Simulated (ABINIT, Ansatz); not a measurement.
## CO2 (Cmce): changed settings of a GW run in ABINIT

Aim: change inputs of a GW run on CO2 (Cmce) and see what moves.

Main program and level: ABINIT 10.8.3; PBEsol and many-body steps on it, plane waves.

### Step 1. Starting point

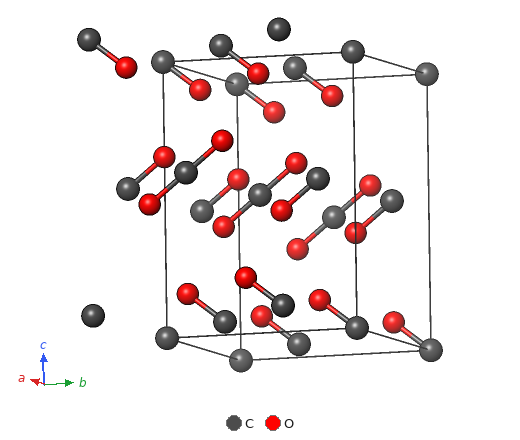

The cell as given, slightly off an axis (carbon dark grey, oxygen red). 2×1×1 cells are drawn. This picture shows the conventional cell, with its axes. Bonds to atoms that aren't drawn are left out. Some periodic images of atoms are drawn too.

The cell and positions are those that the Materials Project relaxed with its own functionals (PBE, PBE+U or r2SCAN), kept fixed.

### Step 2. Screening, 4×4×2 mesh, 171 bands, screening to 141.5 eV

This step: ABINIT 10.8.3; RPA screening on PBEsol, plane waves, norm-conserving pseudopotentials.

The RPA dielectric matrix is built and inverted for each q.

run.abi reads:

```
acell 3*1.0 Angstrom
rprim 
  2.635911230000 -2.387378120000 0.000000000000
  2.635911230000 2.387378120000 0.000000000000
  0.000000000000 0.000000000000 6.587174910000
ntypat 2
znucl 6 8
natom 6
typat 1 1 2 2 2 2
xred 
  0.000000000000 0.000000000000 0.000000000000
  0.500000000000 0.500000000000 0.500000000000
  0.806508570000 0.193491430000 0.891843390000
  0.193491430000 0.806508570000 0.108156610000
  0.693491430000 0.306508570000 0.391843390000
  0.306508570000 0.693491430000 0.608156610000
pp_dirpath "pseudos"
pseudos "C.upf, O.upf"
ecut 37
ngkpt 4 4 2
nshiftk 1
shiftk 0 0 0
kptopt 1
chksymbreak 0
istwfk *1
occopt 1
irdwfk 1
optdriver 3
nband 171
ecuteps 5.2
inclvkb 2
awtr 1
symchi 1
indata_prefix "in"
outdata_prefix "out"
tmpdata_prefix "tmp"
```

Started as:

```bash
OMP_NUM_THREADS=1 mpirun -n 8 abinit run.abi > log
```

The program printed:

```text
.Version 10.8.3 of ABINIT. v10.8.2 released Aug 2026.

 Symmetries : space group Cm c a (# 64); Bravais oC (1-face-center ortho.)
[... echo of the input left out ...]
== DATASET  1 ==================================================================
-   mpi_nproc: 8, omp_nthreads: 1 (-1 if OMP is not activated)

--- !DatasetInfo
iteration_state: {dtset: 1, }
dimensions: {natom: 6, nkpt: 14, mband: 171, nsppol: 1, nspinor: 1, nspden: 1, mpw: 6054, }
cutoff_energies: {ecut:  37.0, pawecutdg:  -1.0, }
electrons: {nelect:   3.20000000E+01, charge:   0.00000000E+00, occopt:   1.00000000E+00, tsmear:   1.00000000E-02, }

 SCREENING: Calculation of the susceptibility and dielectric matrices

 Based on a program developped by R.W. Godby, V. Olevano, G. Onida, and L. Reining.
 Incorporated in ABINIT by V. Olevano, G.-M. Rignanese, and M. Torrent.
.Using double precision arithmetic ; gwpc =  8

[... cell and pseudopotentials left out ...]
--------------------------------------------------------------------------------

 ==== K-mesh for the wavefunctions ====
 Number of points in the irreducible wedge :    14
[... list of points left out ...]
 Together with  8 symmetry operations and time-reversal symmetry
 yields    32 points in the full Brillouin Zone.

 ==== Q-mesh for the screening function ====
 Number of points in the irreducible wedge :    14
[... list of points left out ...]
 Together with  8 symmetry operations and time-reversal symmetry
 yields    32 points in the full Brillouin Zone.

 setmesh: FFT mesh size selected  =    30x   30x   50
          total number of points  =        45000

 vcoul_init : cutoff-mode = AUXILIARY_FUNCTION
 q-points for optical limit:   1
     1)      0.000010    0.000020    0.000030

- screening: taking advantage of time-reversal symmetry
- Maximum band index for partially occupied states nbvw = 16
- Remaining bands to be divided among processors   nbcw = 155
- Number of bands treated by each node ~19

 Number of electrons calculated from density =   32.0000; Expected =   32.0000
 average of density, n =  0.057197
 r_s =    1.6101
 omega_plasma =   23.0697 [eV]

 calculating chi0 at frequencies [eV] :
  1    0.000000E+00    0.000000E+00
  2    0.000000E+00    2.306969E+01

--------------------------------------------------------------------------------
  q-point number  1        q = ( 0.000000, 0.000000, 0.000000) [r.l.u.]
--------------------------------------------------------------------------------
[... chi0 elements left out ...]
 For q-point:  0.000010 0.000020 0.000030
  dielectric constant =   1.8372
  dielectric constant without local fields =   2.2329

  Average fulfillment of the sum rule on Im[epsilon] for q-point    1 :     72.44  [%]
[... wings left out ...]
  q-point number  2        q = ( 0.250000, 0.000000, 0.000000) [r.l.u.]
--------------------------------------------------------------------------------
[... chi0 elements left out ...]
  Average fulfillment of the sum rule on Im[epsilon] for q-point    2 :     78.41  [%]

 [... 12 further q-points ...]
```

Wall time 4.5 min (8 MPI ranks of Arm Neoverse N1, shared host); peak memory 4 GiB; 36 min of CPU time.

Numbers from this step:

```
ε∞ with local fields, on this mesh, along the program's q direction : 1.837
the same without local fields                                       : 2.233
plasma frequency                                                    : 23.07 eV
plane waves in the screening matrix                                 : 321
```

Local fields lower ε∞ by 18 %. On a Γ-centred mesh this coarse the value itself is usually too large, while a short band sum pulls it down.

### Step 3. Base

The self-energy is evaluated for the states that the input lists, and the levels follow from it, in one-shot runs by the linearised quasiparticle equation.

This step: G0W0 on PBEsol, plane waves, norm-conserving pseudopotentials.

Changes to run.abi since step 2:

```diff
@@ -27,8 +27,17 @@
 irdwfk 1
-optdriver 3
+optdriver 4
 nband 171
+gwcalctyp 0
+ecutsigx 37
+symsigma 1
+nkptgw 2
+kptgw 
+  0.5000000000 0.5000000000 0.0000000000
+  0.0000000000 0.0000000000 0.0000000000
+bdgw 
+  15 18
+  15 18
 ecuteps 5.2
-inclvkb 2
-awtr 1
-symchi 1
+irdscr 1
+ppmodel 1
 indata_prefix "in"
```

The program printed:

```text
.Version 10.8.3 of ABINIT. v10.8.2 released Aug 2026.

 Symmetries : space group Cm c a (# 64); Bravais oC (1-face-center ortho.)
[... echo of the input left out ...]
== DATASET  1 ==================================================================
-   mpi_nproc: 8, omp_nthreads: 1 (-1 if OMP is not activated)

--- !DatasetInfo
iteration_state: {dtset: 1, }
dimensions: {natom: 6, nkpt: 14, mband: 171, nsppol: 1, nspinor: 1, nspden: 1, mpw: 6054, }
cutoff_energies: {ecut:  37.0, pawecutdg:  -1.0, }
electrons: {nelect:   3.20000000E+01, charge:   0.00000000E+00, occopt:   1.00000000E+00, tsmear:   1.00000000E-02, }

 SIGMA: Calculation of the GW corrections

 Based on a program developped by R.W. Godby, V. Olevano, G. Onida, and L. Reining.
 Incorporated in ABINIT by V. Olevano, G.-M. Rignanese, and M. Torrent.
.Using double precision arithmetic ; gwpc =  8

[... cell and pseudopotentials left out ...]
--------------------------------------------------------------------------------

 ==== K-mesh for the wavefunctions ====
 Number of points in the irreducible wedge :    14
[... list of points left out ...]
 Together with  8 symmetry operations and time-reversal symmetry
 yields    32 points in the full Brillouin Zone.

 ==== Q-mesh for screening function ====
 Number of points in the irreducible wedge :    14
[... list of points left out ...]
 Together with  8 symmetry operations and time-reversal symmetry
 yields    32 points in the full Brillouin Zone.

 vcoul_init : cutoff-mode = AUXILIARY_FUNCTION
 q-points for optical limit:   1
     1)      0.000010    0.000020    0.000030
 setmesh: FFT mesh size selected  =    40x   40x   72
          total number of points  =       115200

 Number of electrons calculated from density =   32.0000; Expected =   32.0000
 average of density, n =  0.057197
 r_s =    1.6101
 omega_plasma =   23.0697 [eV]

 === KS Band Gaps ===
  >>>> For spin  1
   Minimum direct gap =   7.1427 [eV], located at k-point      :   0.0000  0.0000  0.0000
   Fundamental gap    =   6.5818 [eV], Top of valence bands at :   0.5000  0.5000  0.0000
                                       Bottom of conduction at :   0.0000  0.0000  0.0000
 SIGMA fundamental parameters:
 PLASMON POLE MODEL  1
 number of plane-waves for SigmaX                 6011
 number of plane-waves for SigmaC and W            321
 number of plane-waves for wavefunctions          6011
 number of bands                                   171
 number of independent spin polarizations            1
 number of spinorial components                      1
 number of k-points in IBZ                          14
 number of q-points in IBZ                          14
 number of symmetry operations                       8
 number of k-points in BZ                           32
 number of q-points in BZ                           32
 number of frequencies for dSigma/dE                 9
 frequency step for dSigma/dE [eV]                0.25
 number of omega for Sigma on real axis              0
 max omega for Sigma on real axis  [eV]           0.00
 zcut for avoiding poles [eV]                     0.10

 EPSILON^-1 parameters (SCR file):
 dimension of the eps^-1 matrix on file            321
 dimension of the eps^-1 matrix used               321
 number of plane-waves for wavefunctions          6011
 number of bands                                   171
 number of q-points in IBZ                          14
 number of frequencies                               2
 number of real frequencies                          1
 number of imag frequencies                          1

 matrix elements of self-energy operator (all in [eV])

 Perturbative Calculation

--- !SelfEnergy_ee
iteration_state: {dtset: 1, }
kpoint     : [   0.500,    0.500,    0.000, ]
spin       : 1
KS_gap     :    7.767
QP_gap     :   12.888
Delta_QP_KS:    5.121
data: !SigmaeeData |
     Band     E0 <VxcDFT>   SigX SigC(E0)      Z dSigC/dE  Sig(E)    E-E0       E
       15  -3.447 -19.503 -24.934   2.918   0.827  -0.209 -21.581  -2.078  -5.525
       16  -3.115 -19.999 -25.296   2.897   0.826  -0.211 -21.982  -1.983  -5.098
       17   4.651 -15.944  -9.906  -2.349   0.851  -0.176 -12.806   3.138   7.790
       18   5.718 -16.902  -9.948  -2.818   0.843  -0.186 -13.414   3.488   9.206

--- !SelfEnergy_ee
iteration_state: {dtset: 1, }
kpoint     : [   0.000,    0.000,    0.000, ]
spin       : 1
KS_gap     :    7.143
QP_gap     :   10.911
Delta_QP_KS:    3.768
data: !SigmaeeData |
     Band     E0 <VxcDFT>   SigX SigC(E0)      Z dSigC/dE  Sig(E)    E-E0       E
       15  -3.729 -19.235 -24.726   2.918   0.827  -0.209 -21.364  -2.129  -5.858
       16  -3.676 -19.202 -24.719   2.933   0.827  -0.209 -21.339  -2.138  -5.814
       17   3.466 -10.424  -5.714  -2.865   0.884  -0.131  -8.793   1.631   5.097
       18   3.992 -15.084  -9.362  -2.243   0.856  -0.169 -12.107   2.976   6.969

== END DATASET(S) ==============================================================
================================================================================

 -outvars: echo values of variables after computation  --------
           etotal      0.0000000000E+00
            nband         171
             nkpt          14
          spgroup          64
 [... the other variables as echoed above ...]

 Calculation completed.
```

Run time: 29 s. Hardware: 8 MPI ranks; peak memory 3.2 GiB.

This step gave:

```
G0W0 gap on the points computed              : 10.20 eV
starting gap on the mesh                     : 6.582 eV
k of the valence top                         : 0.5, 0.5, 0
k of the conduction bottom                   : 0, 0, 0
Z at the valence top                         : 0.826
Z at the conduction bottom                   : 0.884
least direct G0W0 gap on the computed points : 10.91 eV
```

The gap on the mesh goes from 6.58 eV to 10.20 eV, a correction of +3.61 eV.

### Step 4. No symmetry in the self-energy

Changes to run.abi since step 3:

```diff
@@ -31,3 +31,3 @@
 ecutsigx 37
-symsigma 1
+symsigma 0
 nkptgw 2
```

The program printed:

```text
.Version 10.8.3 of ABINIT. v10.8.2 released Aug 2026.

 Symmetries : space group Cm c a (# 64); Bravais oC (1-face-center ortho.)
[... echo of the input left out ...]
== DATASET  1 ==================================================================
-   mpi_nproc: 8, omp_nthreads: 1 (-1 if OMP is not activated)

--- !DatasetInfo
iteration_state: {dtset: 1, }
dimensions: {natom: 6, nkpt: 14, mband: 171, nsppol: 1, nspinor: 1, nspden: 1, mpw: 6054, }
cutoff_energies: {ecut:  37.0, pawecutdg:  -1.0, }
electrons: {nelect:   3.20000000E+01, charge:   0.00000000E+00, occopt:   1.00000000E+00, tsmear:   1.00000000E-02, }

 SIGMA: Calculation of the GW corrections

 Based on a program developped by R.W. Godby, V. Olevano, G. Onida, and L. Reining.
 Incorporated in ABINIT by V. Olevano, G.-M. Rignanese, and M. Torrent.
.Using double precision arithmetic ; gwpc =  8

[... cell and pseudopotentials left out ...]
--------------------------------------------------------------------------------

 ==== K-mesh for the wavefunctions ====
 Number of points in the irreducible wedge :    14
[... list of points left out ...]
 Together with  8 symmetry operations and time-reversal symmetry
 yields    32 points in the full Brillouin Zone.

 ==== Q-mesh for screening function ====
 Number of points in the irreducible wedge :    14
[... list of points left out ...]
 Together with  8 symmetry operations and time-reversal symmetry
 yields    32 points in the full Brillouin Zone.

 vcoul_init : cutoff-mode = AUXILIARY_FUNCTION
 q-points for optical limit:   1
     1)      0.000010    0.000020    0.000030
 setmesh: FFT mesh size selected  =    40x   40x   72
          total number of points  =       115200

 Number of electrons calculated from density =   32.0000; Expected =   32.0000
[...]
number of omega for Sigma on real axis              0
 max omega for Sigma on real axis  [eV]           0.00
 zcut for avoiding poles [eV]                     0.10

 EPSILON^-1 parameters (SCR file):
 dimension of the eps^-1 matrix on file            321
 dimension of the eps^-1 matrix used               321
 number of plane-waves for wavefunctions          6011
 number of bands                                   171
 number of q-points in IBZ                          14
 number of frequencies                               2
 number of real frequencies                          1
 number of imag frequencies                          1

 matrix elements of self-energy operator (all in [eV])

 Perturbative Calculation

--- !SelfEnergy_ee
iteration_state: {dtset: 1, }
kpoint     : [   0.500,    0.500,    0.000, ]
spin       : 1
KS_gap     :    7.767
QP_gap     :   12.888
Delta_QP_KS:    5.121
data: !SigmaeeData |
     Band     E0 <VxcDFT>   SigX SigC(E0)      Z dSigC/dE  Sig(E)    E-E0       E
       15  -3.447 -19.503 -24.934   2.918   0.827  -0.209 -21.581  -2.078  -5.525
       16  -3.115 -19.999 -25.296   2.897   0.826  -0.211 -21.982  -1.983  -5.098
       17   4.651 -15.944  -9.906  -2.349   0.851  -0.176 -12.806   3.138   7.790
[...]
--- !SelfEnergy_ee
iteration_state: {dtset: 1, }
kpoint     : [   0.000,    0.000,    0.000, ]
spin       : 1
KS_gap     :    7.143
QP_gap     :   10.911
Delta_QP_KS:    3.768
data: !SigmaeeData |
     Band     E0 <VxcDFT>   SigX SigC(E0)      Z dSigC/dE  Sig(E)    E-E0       E
[...]
17   3.466 -10.424  -5.714  -2.865   0.884  -0.131  -8.793   1.631   5.097
       18   3.992 -15.084  -9.362  -2.243   0.856  -0.169 -12.107   2.976   6.969

== END DATASET(S) ==============================================================
================================================================================

 -outvars: echo values of variables after computation  --------
           etotal      0.0000000000E+00
            nband         171
             nkpt          14
          spgroup          64
 [... the other variables as echoed above ...]

 Calculation completed.
```

Run time: 66 s. Hardware: 8 MPI ranks; peak memory 3.2 GiB.

Numbers from this step:

* G0W0 gap on the points computed: 10.20 eV
* starting gap on the mesh: 6.582 eV
* k of the valence top: 0.5, 0.5, 0
* k of the conduction bottom: 0, 0, 0
* Z at the valence top: 0.826
* Z at the conduction bottom: 0.884
* least direct G0W0 gap on the computed points: 10.91 eV

Against G0W0 in ABINIT (4×4×2 mesh, 171 bands, screening to 141.5 eV, Godby-Needs plasmon pole), the gap moves by +0.000 eV.

### Step 5. Screening cutoff above the file's

Changes to run.abi since step 4:

```diff
@@ -31,3 +31,3 @@
 ecutsigx 37
-symsigma 0
+symsigma 1
 nkptgw 2
@@ -39,3 +39,3 @@
   15 18
-ecuteps 5.2
+ecuteps 20.8
 irdscr 1
```

The program printed:

```text
.Version 10.8.3 of ABINIT. v10.8.2 released Aug 2026.

 Symmetries : space group Cm c a (# 64); Bravais oC (1-face-center ortho.)
[... echo of the input left out ...]
== DATASET  1 ==================================================================
-   mpi_nproc: 8, omp_nthreads: 1 (-1 if OMP is not activated)

--- !DatasetInfo
iteration_state: {dtset: 1, }
dimensions: {natom: 6, nkpt: 14, mband: 171, nsppol: 1, nspinor: 1, nspden: 1, mpw: 6054, }
cutoff_energies: {ecut:  37.0, pawecutdg:  -1.0, }
electrons: {nelect:   3.20000000E+01, charge:   0.00000000E+00, occopt:   1.00000000E+00, tsmear:   1.00000000E-02, }

 SIGMA: Calculation of the GW corrections

 Based on a program developped by R.W. Godby, V. Olevano, G. Onida, and L. Reining.
 Incorporated in ABINIT by V. Olevano, G.-M. Rignanese, and M. Torrent.
.Using double precision arithmetic ; gwpc =  8

[... cell and pseudopotentials left out ...]
--------------------------------------------------------------------------------

 ==== K-mesh for the wavefunctions ====
 Number of points in the irreducible wedge :    14
[... list of points left out ...]
 Together with  8 symmetry operations and time-reversal symmetry
 yields    32 points in the full Brillouin Zone.

 ==== Q-mesh for screening function ====
 Number of points in the irreducible wedge :    14
[... list of points left out ...]
 Together with  8 symmetry operations and time-reversal symmetry
 yields    32 points in the full Brillouin Zone.

 vcoul_init : cutoff-mode = AUXILIARY_FUNCTION
 q-points for optical limit:   1
     1)      0.000010    0.000020    0.000030
 setmesh: FFT mesh size selected  =    40x   40x   72
          total number of points  =       115200

 Number of electrons calculated from density =   32.0000; Expected =   32.0000
[...]
number of omega for Sigma on real axis              0
 max omega for Sigma on real axis  [eV]           0.00
 zcut for avoiding poles [eV]                     0.10

 EPSILON^-1 parameters (SCR file):
 dimension of the eps^-1 matrix on file            321
 dimension of the eps^-1 matrix used               321
 number of plane-waves for wavefunctions          6011
 number of bands                                   171
 number of q-points in IBZ                          14
 number of frequencies                               2
 number of real frequencies                          1
 number of imag frequencies                          1

 matrix elements of self-energy operator (all in [eV])

 Perturbative Calculation

--- !SelfEnergy_ee
iteration_state: {dtset: 1, }
kpoint     : [   0.500,    0.500,    0.000, ]
spin       : 1
KS_gap     :    7.767
QP_gap     :   12.888
Delta_QP_KS:    5.121
data: !SigmaeeData |
     Band     E0 <VxcDFT>   SigX SigC(E0)      Z dSigC/dE  Sig(E)    E-E0       E
       15  -3.447 -19.503 -24.934   2.918   0.827  -0.209 -21.581  -2.078  -5.525
       16  -3.115 -19.999 -25.296   2.897   0.826  -0.211 -21.982  -1.983  -5.098
       17   4.651 -15.944  -9.906  -2.349   0.851  -0.176 -12.806   3.138   7.790
[...]
--- !SelfEnergy_ee
iteration_state: {dtset: 1, }
kpoint     : [   0.000,    0.000,    0.000, ]
spin       : 1
KS_gap     :    7.143
QP_gap     :   10.911
Delta_QP_KS:    3.768
data: !SigmaeeData |
     Band     E0 <VxcDFT>   SigX SigC(E0)      Z dSigC/dE  Sig(E)    E-E0       E
[...]
17   3.466 -10.424  -5.714  -2.865   0.884  -0.131  -8.793   1.631   5.097
       18   3.992 -15.084  -9.362  -2.243   0.856  -0.169 -12.107   2.976   6.969

== END DATASET(S) ==============================================================
================================================================================

 -outvars: echo values of variables after computation  --------
           etotal      0.0000000000E+00
            nband         171
             nkpt          14
          spgroup          64
 [... the other variables as echoed above ...]

 Calculation completed.
```

Run time: 31 s. Hardware: 8 MPI ranks; peak memory 3.2 GiB; 4.1 min of CPU time.

The run ended normally, though the input holds a fault or crude settings.

The fault put into this input: screening cutoff above the file's. It printed a gap of 10.20 eV, the value of the sound run: the program fell back on what its files hold, so an unchanged gap is no proof of convergence.

### Step 6. The runs together

Times are wall times on 8 MPI ranks of Arm Neoverse N1, shared host, good to a factor of about two. A run's time includes the screening step that it read.

```csv
run,mesh,bands,screening cutoff (eV),DFT gap (eV),gap on the mesh (eV),direct (eV),ε∞ used,time
base,4×4×2,171,141.5,6.582,10.195,10.911,1.84,5 min
no symmetry in the self-energy,4×4×2,171,141.5,6.582,10.195,10.911,1.84,5.6 min
```

### Step 7. What came out

* base: 10.195 eV
* no symmetry in the self-energy: 10.195 eV
* known limits: not at the basis limit; coarse k mesh

**Reading.** No symmetry in the self-energy: no change against base (keys changed: symsigma). Bands and cutoff are finite, so the gap is not at the basis limit. The miss can reach some tenths of an eV and take either sign; the mesh is an error of its own. In the G0W0 runs levels were corrected at 2 k points alone, so a gap called «on the mesh» is the least over those, and an edge elsewhere would be missed. The 4×4×2 mesh is coarse for this cell, which bears on the long-range parts of exchange and screening.

[Paths, hosts, dates, memory and timing lines, banners, echoed tables and standing remarks are left out of the program output.]

[Logs are printed without paths, hosts, clocks, repeated set-up lines and the standing remarks that a program may print on its own settings, such as how far it seeks lower states.]

[Runs of the session that timed out or met a known fault of the program may be left out.]

[Hosts, paths, dates, database ids (printed as entryN), source tags and the programs' standing remarks are cut or masked in the printed files.]

[G0W0 gaps are taken among the corrected bands and points alone; a level outside them can change the order at an edge.]

[Where Ansatz stands beside ABINIT at settings called matched, ABINIT's density can come from a denser mesh and the files from another edition; pairs whose starting gaps differed by over 0.03 eV were left out, so agreement reads better than it is.]
